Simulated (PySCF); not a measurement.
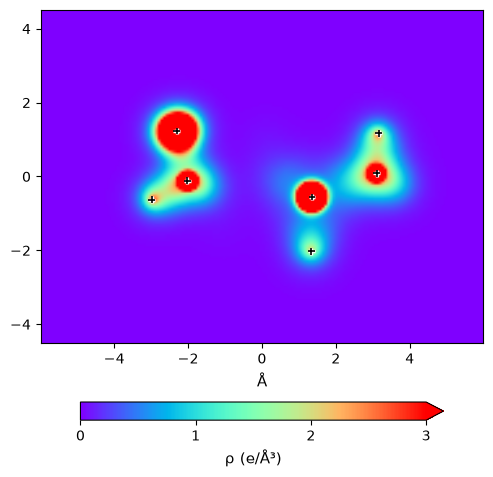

The total electron density on a plane through atoms (crosses mark nuclei in the plane).

Theory: PBE0/pcSseg-1, SCF density, gas phase, non-relativistic in PySCF.

Candidates:
A. C3H3ClO2Si (SMILES O=C=C(C=O)[SiH2]Cl)
B. C7H12OSi
C. C5H15FSi2

Which system is this?

Answer. Candidate C: C5H15FSi2 on the plane of atoms F6, C5 and H17, which holds C, Si, F and H. C–F (1.38 Å): the density is about 2.1 e/Å³ at the midpoint, with its minimum of 1.6 e/Å³ about 0.5 Å from C. C–Si (1.90 Å): ρ is about 0.92 e/Å³ halfway.
